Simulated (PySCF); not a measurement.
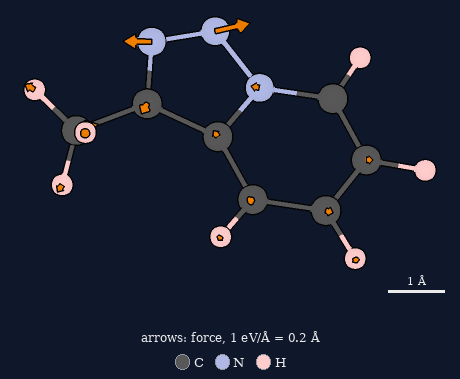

Starting geometry of C₇H₇N₃ with the computed forces as orange arrows. The picture is a ball-and-stick view, seen at a tilt.

The start comes from GFN2-xTB. Its atoms were then displaced at random by about 0.01 Å.

These are results of PBE0-D3(BJ)/def2-SVP geometry optimisation, gas phase (PySCF), not measurements. 

What follows when this structure is relaxed?

It isn't relaxed: the largest force vector, on an N atom, is 3.59 eV/Å. The final displacements follow the starting forces only in part (cosine between the two patterns 0.52). The largest move after the best rigid fit is that of an H atom, 0.056 Å. Largest moves by element: H 0.056 Å, N 0.045 Å, C 0.036 Å. Near-neighbour distances that change, for instance: N–N 1.244 → 1.299 Å, C–C 1.517 → 1.486 Å, C–H 1.068 → 1.098 Å, C–C 1.349 → 1.371 Å. Bond angles that change, for instance: H–C–H 112.3° → 108.2°, H–C–H 110.6° → 107.6°, C–C–H 109.0° → 111.9°. After 8 geometry steps the energy has fallen by 5.03 kcal/mol. The run took 3 min on 1 thread of Intel(R) Xeon(R) Platinum 8259CL CPU @ 2.50GHz (shared host).
